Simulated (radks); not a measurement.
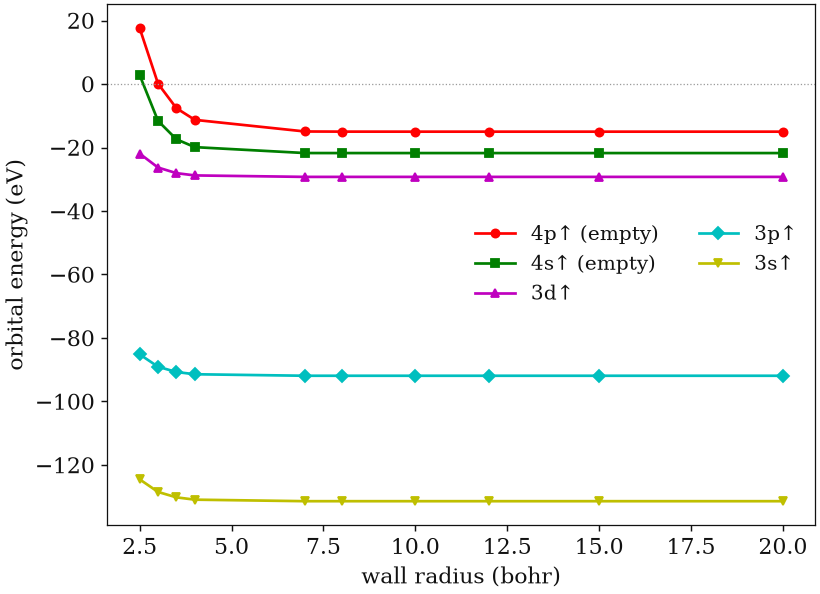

System: Ni²⁺ (Z = 28, 26 electrons), configuration [Ar] 3d8 (high spin). It is put inside a hard spherical wall of varying radius. Level of theory: scalar-relativistic Kohn-Sham, PBEsol, spin-polarised, spherical densities, finite nucleus. Computed with the in-house radial solver radks. The plot shows the outer orbital energies (spin up).

> Describe the level shifts under confinement.

The levels rise as the wall closes in: 4p↑ goes from −15.0 eV at 20 bohr to 17.6 eV at 2.5 bohr and passes zero between 3.5 and 3 bohr. No two of the levels drawn cross. The fastest to rise is 4p↑ (by 32.6 eV), the slowest 3p↑ (by 6.74 eV): the wall presses hardest on the most extended orbitals.
